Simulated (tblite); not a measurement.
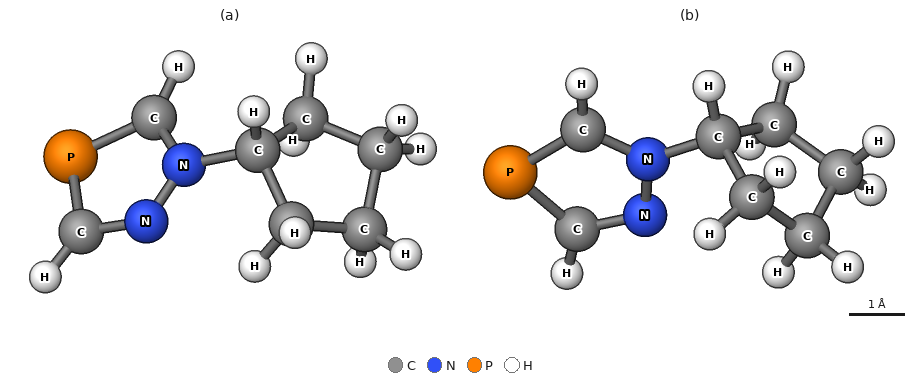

The structure of C7H11N2P before (left) and after (right) a relaxation, at one scale.

The picture is a ball-and-stick view, seen at a tilt.

Level of theory: tblite 0.8.0, GFN2-xTB geometry optimisation, gas phase. 

Q: Summarise the run.

A: The atom that moves furthest after the best rigid fit is an H atom (2.42 Å). Largest moves by element: H 2.42 Å, N 1.41 Å, C 1.27 Å, P 0.87 Å. Among the contacts that change: C–P 1.706 → 1.758 Å, N–N 1.272 → 1.318 Å, C–N 1.487 → 1.446 Å, C–H 1.126 → 1.089 Å. Bond angles that change, for instance: N–C–P 103.4° → 115.7°, C–P–C 95.5° → 85.4°, C–N–N 120.1° → 110.6°. Groups turn about C–N by about 90°, C–C by about 35°, C–C by about 25°. The energy falls by 110.3 kJ/mol in 191 geometry steps.
